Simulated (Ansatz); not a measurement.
**SiH₅ (doublet): inputs that go wrong at distance H1–H2 along a hydrogen transfer = 1.256 Å**

3 inputs are run for SiH₅ (doublet) as typed; the log has to tell whether the result can be used and what must change.

Method: the settings change from run to run; program: Ansatz 0.2.0, Gaussian basis.

5 further runs of the same task are left out: 5 that didn't finish.

## Step 1: What is computed

The geometry derives from fragments relaxed apart (PBE0/def2-TZVP) and kept rigid, so it is no stationary point. A hydrogen atom is moved between rigid fragments.

6 atoms, charge 0, spin multiplicity 2.

Atoms are counted from 1 here; the program's logs count them from 0.

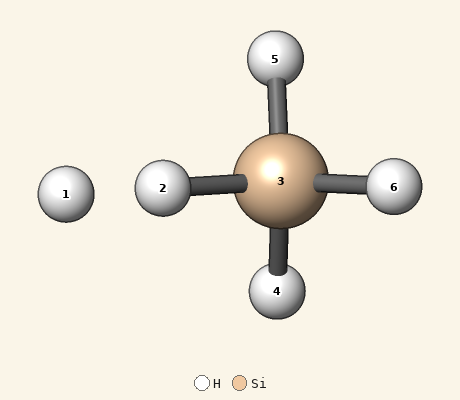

The structure; hydrogen white, silicon light orange; atoms are numbered from 1 in the order of the file.

Geometry (Å):

```
atom    x (Å)    y (Å)    z (Å)
  H1  -2.6911   0.0000   0.0000
  H2  -1.4351   0.0000   0.0000
 Si3   0.0899   0.0000   0.0000
  H4   0.5399  -1.4163   0.0000
  H5   0.5399   0.7081  -1.2265
  H6   0.5399   0.7081   1.2265
```

## Step 2: Input 1

Contents of in.yaml:

```yaml
crystal:
  periodic: [false, false, false]
  atoms:
    - {symbol: H, position_ang: [-2.691052, 0.000000, -0.000002]}
    - {symbol: H, position_ang: [-1.435052, 0.000000, -0.000001]}
    - {symbol: Si, position_ang: [0.089948, 0.000000, 0.000000]}
    - {symbol: H, position_ang: [0.539922, -1.416253, 0.000001]}
    - {symbol: H, position_ang: [0.539923, 0.708126, -1.226511]}
    - {symbol: H, position_ang: [0.539921, 0.708127, 1.226511]}
basis:
  gaussian: {orbitals: 6-31G}
magnetization: {spin_polarized: false, initial_magnetization: 1}
correlation: {method: fic_mrcisd_q_relaxed, electrons: valence, active_space: {window: {electrons: 1, orbitals: 2}, states: [{multiplicity: 2, weights: [0.5, 0.5, 1]}]}}
```

On the command line:

```sh
$ ansatz run in.yaml --threads 1 --pin off --events-out ev --progress --plain --max-ram 2393MiB
```

Output:

```text
Functional definition: HF
  name "HF"
  cite "Fock, Z. Phys. 61, 126 (1930) doi:10.1007/BF01340294"
  parent pbe
  exchange = exact_x
  correlation = 0
506 factors; integrals over basis functions are off by at most 5.3e-8 eV
mean field evaluation 1: about -7935.4200 eV, gradient 8.2e0 eV
mean field evaluation 2: about -7935.4240 eV, gradient 8.2e0 eV
mean field evaluation 4: about -7936.2420 eV, gradient 9.2e-1 eV
mean field evaluation 8: about -7936.2632 eV, gradient 7.9e-3 eV
mean field -7936.26316255 eV, -291.6522918312 hartree, gradient 2.4e-6 eV, S^2 0.750000; 0 other end points of the search recorded, 0 dependent functions left out
reference -7936.26316255 eV, -291.6522918312 hartree; 10, 9 occupied and 13, 14 virtual orbitals, 506 factors
Error: 3 states are sought, and the space of determinants holds 2 states of this symmetry and spin
```

It took 0.39 s on 1 thread of Intel Xeon Platinum 8259CL at 2.50GHz, shared host.

Diagnosis: The run stopped with an error. It says: «3 states are sought, and the space of determinants holds 2 states of this symmetry and spin». Cure: ask for fewer states or enlarge the space.

## Step 3: Input 2

Contents of in.yaml:

```yaml
crystal:
  periodic: [false, false, false]
  atoms:
    - {symbol: H, position_ang: [-2.691052, 0.000000, -0.000002]}
    - {symbol: H, position_ang: [-1.435052, 0.000000, -0.000001]}
    - {symbol: Si, position_ang: [0.089948, 0.000000, 0.000000]}
    - {symbol: H, position_ang: [0.539922, -1.416253, 0.000001]}
    - {symbol: H, position_ang: [0.539923, 0.708126, -1.226511]}
    - {symbol: H, position_ang: [0.539921, 0.708127, 1.226511]}
basis:
  gaussian: {orbitals: 6-31G}
correlation: {method: fic_mrcisd_q, electrons: all, active_space: {window: {electrons: 3, orbitals: 3}}}
accuracy: high
magnetization: {spin_polarized: true, initial_magnetization: 1}
```

The command is unchanged.

Output:

```text
Error: invalid value for `correlation.active_space`: it starts from restricted Hartree–Fock orbitals; set hamiltonian.xc: hf without magnetization.spin_polarized
```

Wall time 0.03 s (1 thread of Intel Xeon Platinum 8259CL at 2.50GHz, shared host).

Diagnosis: The run was refused. An active space is asked on unrestricted orbitals. Fix: drop spin_polarized: true.

## Step 4: Input 3

Contents of in.yaml:

```yaml
crystal:
  periodic: [false, false, false]
  atoms:
    - {symbol: H, position_ang: [-2.691052, 0.000000, -0.000002]}
    - {symbol: H, position_ang: [-1.435052, 0.000000, -0.000001]}
    - {symbol: Si, position_ang: [0.089948, 0.000000, 0.000000]}
    - {symbol: H, position_ang: [0.539922, -1.416253, 0.000001]}
    - {symbol: H, position_ang: [0.539923, 0.708126, -1.226511]}
    - {symbol: H, position_ang: [0.539921, 0.708127, 1.226511]}
basis:
  gaussian: {orbitals: 6-31G}
magnetization: {spin_polarized: false, initial_magnetization: 1}
correlation: {method: fic_mrcisd_q, electrons: outside_noble_gas, active_space: {window: {electrons: 3, orbitals: 3}, places: [1, 2]}}
scf: {lower_state_search: off}
```

Same command.

Output:

```text
Error: invalid value for `correlation.active_space`: name one of window, places and ras
```

It took 0.03 s on 1 thread of Intel Xeon Platinum 8259CL at 2.50GHz, shared host.

Diagnosis: The run was refused. The active space is defined twice. Fix: keep one definition.

## Step 5: Summary

```csv
input,level,ended,cause,time
1,"MRCISD+Q(relaxed)(1,2)/6-31G",stopped by an error,"3 states are sought, and the space of determinants holds 2 states of this symmetry and spin",0.39 s
2,"MRCISD+Q(3,3)/6-31G",refused,an active space is asked on unrestricted orbitals,0.03 s
3,"MRCISD+Q(3,3)/6-31G",refused,the active space is defined twice,0.03 s
```

1 stopped by an error, 2 refused.
